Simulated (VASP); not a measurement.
Band structure of CdS (wurtzite). Method: revTPSS meta-GGA, VASP's PBE PAW potentials (set 64) (plane waves; VASP).

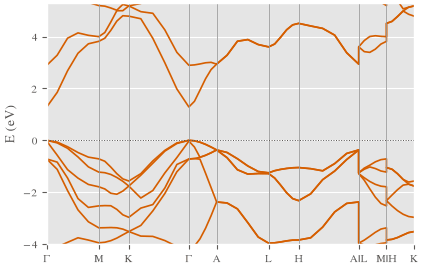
*Bands along high-symmetry lines, zero at the valence-band maximum or, without a gap, the Fermi level*

Q: Read the plot: is there a gap, and where are the band edges?

A: The gap is direct, 1.29 eV, from the valence maximum at Γ to the conduction minimum at Γ.

Measured: gap 2.64 eV at 0 K (computed value off by -1.35 eV), as given by X. Ren et al., All-electron periodic G0W0 implementation with numerical atomic orbital basis functions: algorithm and benchmarks (2021), arXiv:2011.01400 [zero-point renormalisation of 0.068 eV removed from the gap extrapolated to 0 K (as printed)].

The compound is CdS in the wurtzite structure. It was relaxed first.
